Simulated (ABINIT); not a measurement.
# Na2H6Pt (Fm-3m): G0W0 with ABINIT, start to end, part 3 of 3

Wanted: ground state, empty states, screening and self-energy for Na2H6Pt (Fm-3m).

ABINIT 10.8.3; LDA and many-body steps on it, plane waves. Known limits of the many-body steps: not at the basis limit; no spin polarisation; d states lean on the start; no spin-orbit coupling; coarse k mesh.

So far. Step 4 (Empty states on the mesh, 2×2×2 mesh, 92 bands): On this mesh the gap is 3.341 eV. The earlier step found 3.300 eV, so this mesh misses an edge. Step 5 (Screening, 2×2×2 mesh, 84 bands, screening to 106.1 eV): Local fields lower ε∞ by 19 %. On a Γ-centred mesh this coarse the value itself is usually too large, while a short band sum pulls it down.

## (6) Self-energy, 2×2×2 mesh, 84 bands, screening to 106.1 eV

The self-energy is evaluated for the states that the input lists, and the levels follow from it, in one-shot runs by the linearised quasiparticle equation.

This step: G0W0 on LDA, plane waves, norm-conserving pseudopotentials.

Input file run.abi:

```
acell 3*1.0 Angstrom
rprim 
  0.000000000000 3.629315950000 3.629315950000
  3.629315950000 -0.000000000000 3.629315950000
  3.629315950000 3.629315950000 -0.000000000000
ntypat 3
znucl 11 1 78
natom 9
typat 1 1 2 2 2 2 2 2 3
xred 
  0.750000000000 0.750000000000 0.750000000000
  0.250000000000 0.250000000000 0.250000000000
  0.774464350000 0.774464350000 0.225535650000
  0.225535650000 0.774464350000 0.225535650000
  0.774464350000 0.225535650000 0.225535650000
  0.225535650000 0.225535650000 0.774464350000
  0.774464350000 0.225535650000 0.774464350000
  0.225535650000 0.774464350000 0.774464350000
  0.000000000000 0.000000000000 0.000000000000
pp_dirpath "pseudos"
pseudos "Na.upf, H.upf, Pt.upf"
ecut 38
ngkpt 2 2 2
nshiftk 1
shiftk 0 0 0
kptopt 1
chksymbreak 0
istwfk *1
occopt 1
irdwfk 1
optdriver 4
nband 84
gwcalctyp 0
ecutsigx 38
symsigma 1
nkptgw 3
kptgw 
  0.5000000000 0.0000000000 0.0000000000
  0.5000000000 0.5000000000 0.0000000000
  0.0000000000 0.0000000000 0.0000000000
bdgw 
  20 23
  20 23
  19 24
ecuteps 3.9
irdscr 1
ppmodel 1
indata_prefix "in"
outdata_prefix "out"
tmpdata_prefix "tmp"
```

The run is started by

```bash
> OMP_NUM_THREADS=1 mpirun -n 4 abinit run.abi > log
```

Numbers of over 12 decimals in the logs are rounded to 6 here.

Output:

```text
.Version 10.8.3 of ABINIT. v10.8.2 released Aug 2026.

 Symmetries : space group Fm -3 m (#225); Bravais cF (face-center cubic)
[... echo of the input left out ...]
== DATASET  1 ==================================================================
-   mpi_nproc: 4, omp_nthreads: 1 (-1 if OMP is not activated)

--- !DatasetInfo
iteration_state: {dtset: 1, }
dimensions: {natom: 9, nkpt: 3, mband: 84, nsppol: 1, nspinor: 1, nspden: 1, mpw: 7239, }
cutoff_energies: {ecut:  38.0, pawecutdg:  -1.0, }
electrons: {nelect:   4.20000000E+01, charge:   0.00000000E+00, occopt:   1.00000000E+00, tsmear:   1.00000000E-02, }

 SIGMA: Calculation of the GW corrections

 Based on a program developped by R.W. Godby, V. Olevano, G. Onida, and L. Reining.
 Incorporated in ABINIT by V. Olevano, G.-M. Rignanese, and M. Torrent.
.Using double precision arithmetic ; gwpc =  8

[... cell and pseudopotentials left out ...]
--------------------------------------------------------------------------------

 ==== K-mesh for the wavefunctions ====
 Number of points in the irreducible wedge :     3
[... list of points left out ...]
 Together with 48 symmetry operations and time-reversal symmetry
 yields     8 points in the full Brillouin Zone.

 ==== Q-mesh for screening function ====
 Number of points in the irreducible wedge :     3
[... list of points left out ...]
 Together with 48 symmetry operations and time-reversal symmetry
 yields     8 points in the full Brillouin Zone.

 vcoul_init : cutoff-mode = AUXILIARY_FUNCTION
 q-points for optical limit:   1
     1)      0.000010    0.000020    0.000030
 setmesh: FFT mesh size selected  =    54x   54x   54
          total number of points  =       157464

 Number of electrons calculated from density =   42.0000; Expected =   42.0000
 average of density, n =  0.065095
 r_s =    1.5421
 omega_plasma =   24.6110 [eV]

 === KS Band Gaps ===
  >>>> For spin  1
   Minimum direct gap =   4.1149 [eV], located at k-point      :   0.5000  0.5000  0.0000
   Fundamental gap    =   3.3410 [eV], Top of valence bands at :   0.5000  0.0000  0.0000
                                       Bottom of conduction at :   0.5000  0.5000  0.0000
 SIGMA fundamental parameters:
 PLASMON POLE MODEL  1
 number of plane-waves for SigmaX                 7239
 number of plane-waves for SigmaC and W            259
 number of plane-waves for wavefunctions          7239
 number of bands                                    84
 number of independent spin polarizations            1
 number of spinorial components                      1
 number of k-points in IBZ                           3
 number of q-points in IBZ                           3
 number of symmetry operations                      48
 number of k-points in BZ                            8
 number of q-points in BZ                            8
 number of frequencies for dSigma/dE                 9
 frequency step for dSigma/dE [eV]                0.25
 number of omega for Sigma on real axis              0
 max omega for Sigma on real axis  [eV]           0.00
 zcut for avoiding poles [eV]                     0.10

 EPSILON^-1 parameters (SCR file):
 dimension of the eps^-1 matrix on file            259
 dimension of the eps^-1 matrix used               259
 number of plane-waves for wavefunctions          7239
 number of bands                                    84
 number of q-points in IBZ                           3
 number of frequencies                               2
 number of real frequencies                          1
 number of imag frequencies                          1

 matrix elements of self-energy operator (all in [eV])

 Perturbative Calculation

--- !SelfEnergy_ee
iteration_state: {dtset: 1, }
kpoint     : [   0.500,    0.000,    0.000, ]
spin       : 1
KS_gap     :    5.659
QP_gap     :    8.045
Delta_QP_KS:    2.386
data: !SigmaeeData |
     Band     E0 <VxcDFT>   SigX SigC(E0)      Z dSigC/dE  Sig(E)    E-E0       E
       20   0.268 -12.043 -14.985   2.054   0.817  -0.225 -12.768  -0.725  -0.457
       21   0.268 -12.043 -14.985   2.054   0.817  -0.225 -12.768  -0.725  -0.457
       22   5.927 -13.071  -8.494  -2.577   0.830  -0.205 -11.411   1.660   7.587
       23   5.927 -13.071  -8.494  -2.577   0.830  -0.205 -11.411   1.660   7.587

--- !SelfEnergy_ee
iteration_state: {dtset: 1, }
kpoint     : [   0.500,    0.500,    0.000, ]
spin       : 1
KS_gap     :    4.115
QP_gap     :    6.394
Delta_QP_KS:    2.279
data: !SigmaeeData |
     Band     E0 <VxcDFT>   SigX SigC(E0)      Z dSigC/dE  Sig(E)    E-E0       E
       20  -0.506 -11.507 -14.575   2.081   0.815  -0.227 -12.312  -0.805  -1.311
       21  -0.506 -11.507 -14.575   2.081   0.815  -0.227 -12.312  -0.805  -1.311
       22   3.609 -12.084  -7.961  -2.361   0.837  -0.195 -10.610   1.474   5.083
       23   6.972 -10.590  -5.865  -2.891   0.846  -0.182  -9.038   1.552   8.523

--- !SelfEnergy_ee
iteration_state: {dtset: 1, }
kpoint     : [   0.000,    0.000,    0.000, ]
spin       : 1
KS_gap     :    5.839
QP_gap     :    8.086
Delta_QP_KS:    2.247
data: !SigmaeeData |
     Band     E0 <VxcDFT>   SigX SigC(E0)      Z dSigC/dE  Sig(E)    E-E0       E
       19   0.071 -11.809 -14.794   2.057   0.815  -0.228 -12.566  -0.757  -0.685
       20   0.071 -11.809 -14.794   2.057   0.815  -0.228 -12.566  -0.757  -0.685
       21   0.071 -11.809 -14.794   2.057   0.815  -0.228 -12.566  -0.757  -0.685
       22   5.910  -9.452  -4.524  -3.163   0.845  -0.184  -7.961   1.490   7.401
       23   7.578 -14.647  -9.643  -2.716   0.820  -0.219 -12.770   1.877   9.455
       24   7.578 -14.647  -9.643  -2.716   0.820  -0.219 -12.770   1.877   9.455

 New Fermi energy :        8.498530E-02 Ha ,    2.312568E+00 eV

 === QP Band Gaps ===
  >>>> For spin  1
   Minimum direct gap =   6.3936 [eV], located at k-point      :   0.5000  0.5000  0.0000
   Fundamental gap    =   5.5401 [eV], Top of valence bands at :   0.5000  0.0000  0.0000
                                       Bottom of conduction at :   0.5000  0.5000  0.0000

== END DATASET(S) ==============================================================
================================================================================

 -outvars: echo values of variables after computation  --------
           etotal      0.0000000000E+00
            nband          84
             nkpt           3
          spgroup         225
 [... the other variables as echoed above ...]

 Calculation completed.
```

Elapsed: 7.2 s, on 4 MPI ranks of Intel Xeon Platinum 8488C (Sapphire Rapids), shared host; peak memory 0.91 GiB.

This step gave:

| Item | Value |
| --- | --- |
| G0W0 gap on the points computed | 5.54 eV |
| starting gap on the mesh | 3.341 eV |
| k of the valence top | 0.5, 0, 0 |
| k of the conduction bottom | 0.5, 0.5, 0 |
| Z at the valence top | 0.817 |
| Z at the conduction bottom | 0.837 |
| least direct G0W0 gap on the computed points | 6.394 eV |

The gap on the mesh goes from 3.34 eV to 5.54 eV, a correction of +2.20 eV. The start differs from the 3.30 eV found before because the two sample other k points.

Limits: finite bands, cutoff and mesh; no spin polarisation; d states lean on the start; no spin-orbit coupling; coarse k mesh. v1 is the top filled band, c1 the lowest empty one. The levels before and after the correction (eV, zero at the valence-band top of each column):

|  | conduction bottom | valence top |
| --- | --- | --- |
| Kohn-Sham | 3.34 | 0.00 |
| G0W0 | 5.54 | 0.00 |

|  | level | energy (eV) |
| --- | --- | --- |
| Kohn-Sham | (0.5 0 0) v2-v1 | 0.000 |
| Kohn-Sham | (0.5 0 0) c1-c2 | 5.659 |
| Kohn-Sham | (0.5 0.5 0) v2-v1 | -0.774 |
| Kohn-Sham | (0.5 0.5 0) c1 | 3.341 |
| Kohn-Sham | (0.5 0.5 0) c2 | 6.704 |
| G0W0 | (0.5 0 0) v2-v1 | 0.000 |
| G0W0 | (0.5 0 0) c1-c2 | 8.044 |
| G0W0 | (0.5 0.5 0) v2-v1 | -0.854 |
| G0W0 | (0.5 0.5 0) c1 | 5.540 |
| G0W0 | (0.5 0.5 0) c2 | 8.980 |

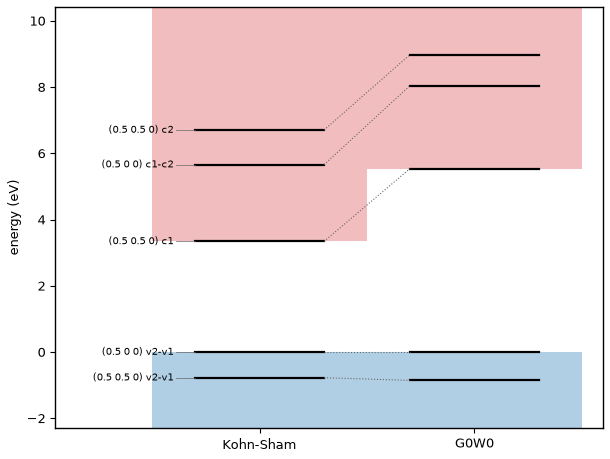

Levels before and after the correction. Shaded: valence and conduction bands.

## (7) Where the time went

Times are wall times on 4 MPI ranks of Intel Xeon Platinum 8488C (Sapphire Rapids), shared host, good to a factor of about two.

| step | time | share | memory (GiB) |
| --- | --- | --- | --- |
| ground state | 42 s | 38 % | 0.47 |
| bands along the symmetry lines | 31 s | 28 % | 0.42 |
| empty states on the mesh | 21 s | 19 % | 0.38 |
| screening | 10 s | 9 % | 1.1 |
| self-energy | 7.2 s | 6 % | 0.91 |

## (8) Results

```
LDA gap                              : 3.28 eV, indirect
G0W0 gap on the mesh                 : 5.54 eV
G0W0 gap over the zone (rigid shift) : 5.48 eV
GW settings                          : 2×2×2 mesh, 84 bands, screening to 106.1 eV, Godby-Needs plasmon pole
known limits                         : not at the basis limit; no spin polarisation; d states lean on the start; no spin-orbit coupling; coarse k mesh
```

What this shows: G0W0 moves the gap on the mesh from 3.34 eV to 5.54 eV (+2.20 eV), with Z of 0.82 and 0.84 at the edges. The mesh misses the band edges by 0.06 eV in all; a rigid shift gives 5.48 eV for the zone. Local fields lower the RPA ε∞ on this mesh from 5.10 to 4.10; a Γ-centred mesh this coarse tends to raise both, most where the direct gap is narrow, while a short band sum lowers them. Bands and cutoff are finite, so the gap is not at the basis limit. The miss can reach some tenths of an eV and take either sign; the mesh is an error of its own. A denser mesh or path gives a starting gap of 3.28 eV: the GW mesh misses a band edge, so its gaps are not the fundamental one. The 2×2×2 mesh is coarse for this cell, which bears on the long-range parts of exchange and screening. The runs have no spin polarisation. For a closed low-spin shell that is the natural state; where a d or f shell is open it is a constraint, and the gap is then not the crystal's own. With d states at the gap, one-shot GW leans hard on its start. The many-body steps are scalar-relativistic: spin-orbit coupling is not in them.

[Paths, hosts, dates, memory and timing lines, banners, echoed tables and standing remarks are left out of the program output.]

[Logs are printed without paths, hosts, clocks, repeated set-up lines and the standing remarks that a program may print on its own settings, such as how far it seeks lower states.]

[Runs of the session that timed out or met a known fault of the program may be left out.]

[Hosts, paths, dates, database ids (printed as entryN), source tags and the programs' standing remarks are cut or masked in the printed files.]

[G0W0 gaps are taken among the corrected bands and points alone; a level outside them can change the order at an edge.]

[Where Ansatz stands beside ABINIT at settings called matched, ABINIT's density can come from a denser mesh and the files from another edition; pairs whose starting gaps differed by over 0.03 eV were left out, so agreement reads better than it is.]
